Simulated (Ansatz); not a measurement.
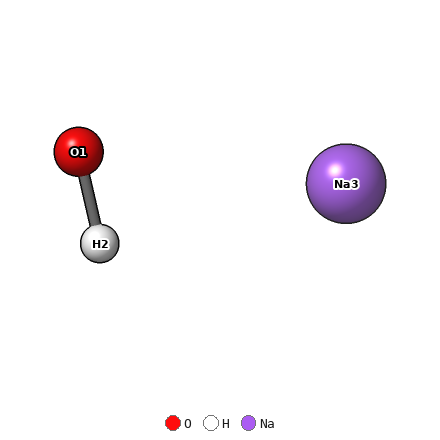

The system is O + HNa, spin multiplicity 3; the picture shows the reference structure. 
- The first coordinate is: distance O1–H2; the second: distance H2–Na3.
- Nothing is relaxed (the angle O1–H2–Na3 is fixed at 90 degrees).
- The scan uses a 15 × 15 grid.
- Points are written as (first, second).
- All energies are given in eV relative to the lowest grid point.
- Theory: Ansatz 0.2.0, UKS PBE0-D4/def2-SVPD.

Its coordinates:

```xyz
3

O    -0.9920    0.0000    0.0000
H     0.0000    0.0000    0.0000
Na    0.0000    2.7450    0.0000
```

Range: distance O1–H2 from 0.776 to 2.376 Å; distance H2–Na3 from 1.576 to 3.176 Å.

### What landscape does the calculation give?

The lowest grid point is at (0.992 Å, 2.745 Å). The highest grid point, (0.776 Å, 1.576 Å), lies 3.64 eV above the lowest.

| distance H2–Na3 ↓, distance O1–H2 → | 0.776 | 0.828 | 0.903 | 0.992 | 1.090 | 1.196 | 1.308 | 1.426 | 1.549 | 1.677 | 1.809 | 1.945 | 2.085 | 2.229 | 2.376 |
| --- | --- | --- | --- | --- | --- | --- | --- | --- | --- | --- | --- | --- | --- | --- | --- |
| 3.176 | 1.64 | 0.79 | 0.17 | 0.01 | 0.24 | 0.70 | 1.25 | 1.78 | 2.24 | 2.59 | 2.86 | 3.07 | 3.23 | 3.34 | 3.43 |
| 3.029 | 1.64 | 0.79 | 0.17 | 0.01 | 0.22 | 0.67 | 1.20 | 1.71 | 2.14 | 2.47 | 2.72 | 2.91 | 3.06 | 3.18 | 3.27 |
| 2.885 | 1.64 | 0.79 | 0.17 | 0.00 | 0.21 | 0.65 | 1.15 | 1.63 | 2.03 | 2.34 | 2.57 | 2.74 | 2.89 | 3.01 | 3.11 |
| 2.745 | 1.65 | 0.80 | 0.17 | 0.00 | 0.20 | 0.62 | 1.10 | 1.55 | 1.92 | 2.20 | 2.41 | 2.58 | 2.72 | 2.84 | 2.94 |
| 2.609 | 1.67 | 0.81 | 0.18 | 0.01 | 0.20 | 0.60 | 1.05 | 1.47 | 1.80 | 2.06 | 2.25 | 2.41 | 2.55 | 2.67 | 2.78 |
| 2.477 | 1.71 | 0.85 | 0.22 | 0.03 | 0.21 | 0.59 | 1.01 | 1.39 | 1.69 | 1.92 | 2.10 | 2.25 | 2.39 | 2.51 | 2.63 |
| 2.349 | 1.75 | 0.89 | 0.26 | 0.07 | 0.23 | 0.59 | 0.98 | 1.33 | 1.60 | 1.81 | 1.98 | 2.12 | 2.25 | 2.38 | 2.49 |
| 2.226 | 1.82 | 0.96 | 0.31 | 0.11 | 0.26 | 0.59 | 0.95 | 1.27 | 1.52 | 1.71 | 1.87 | 2.01 | 2.15 | 2.27 | 2.38 |
| 2.108 | 1.92 | 1.05 | 0.39 | 0.18 | 0.30 | 0.61 | 0.94 | 1.22 | 1.44 | 1.62 | 1.77 | 1.91 | 2.05 | 2.18 | 2.29 |
| 1.996 | 2.06 | 1.18 | 0.52 | 0.28 | 0.39 | 0.66 | 0.95 | 1.20 | 1.40 | 1.56 | 1.71 | 1.84 | 1.98 | 2.11 | 2.23 |
| 1.890 | 2.27 | 1.38 | 0.70 | 0.44 | 0.51 | 0.75 | 1.01 | 1.23 | 1.40 | 1.54 | 1.68 | 1.82 | 1.95 | 2.08 | 2.20 |
| 1.792 | 2.55 | 1.65 | 0.94 | 0.65 | 0.69 | 0.89 | 1.11 | 1.29 | 1.44 | 1.57 | 1.70 | 1.84 | 1.97 | 2.11 | 2.23 |
| 1.703 | 2.92 | 1.99 | 1.25 | 0.93 | 0.93 | 1.08 | 1.26 | 1.41 | 1.54 | 1.65 | 1.78 | 1.91 | 2.05 | 2.18 | 2.30 |
| 1.628 | 3.34 | 2.39 | 1.61 | 1.25 | 1.20 | 1.31 | 1.45 | 1.57 | 1.67 | 1.78 | 1.89 | 2.02 | 2.16 | 2.29 | 2.42 |
| 1.576 | 3.64 | 2.70 | 1.93 | 1.53 | 1.44 | 1.52 | 1.62 | 1.72 | 1.80 | 1.90 | 2.01 | 2.13 | 2.27 | 2.41 | 2.53 |

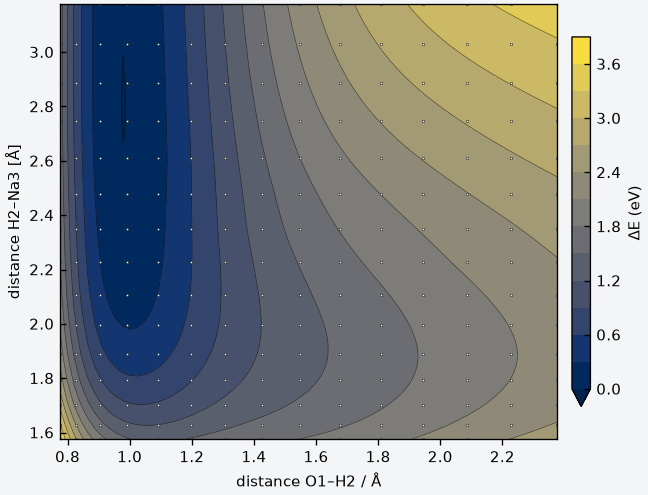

Drawn: filled contours, dots at the grid points. Between grid points the surface is interpolated.

Each point was launched as `ansatz run input.yaml --threads 1 --pin off --max-ram 2560MiB --backend cpu --events-out ev --progress --plain --runs-dir out`. The whole map (225 points run) took 11 min on 1 thread of Arm Neoverse V2, with other jobs on the host.
